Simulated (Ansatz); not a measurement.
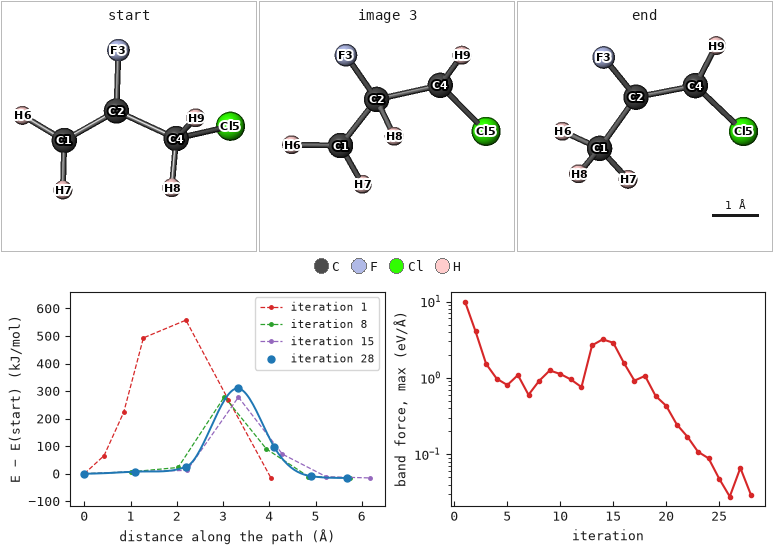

A nudged-elastic-band calculation for C₃H₄ClF. Images are numbered from 0 (start) to 6 (end). The plot follows the band through its iterations. A ball-and-stick model, seen face on.

Computed with Ansatz, UKS PBE/def2-SVP. Set-up: 5 movable images; climbing image; force threshold 0.03 eV/Å; iteration limit 60; starting path through a guess of the saddle point.

> How did the profile develop, and is the result final?

The result is final at these settings. The band converged in 28 iterations. The largest component of the band force went from 10 to 0.029 eV/Å. The climbing image converged on the top of the path. Its vibrational analysis gives one imaginary mode (828i cm⁻¹), as a transition state must have. The first iteration put the highest image at 557.5 kJ/mol. The highest point, image 3, lies 309.8 kJ/mol above the start and 325.1 kJ/mol above the end; the end is at −15.3 kJ/mol relative to the start.
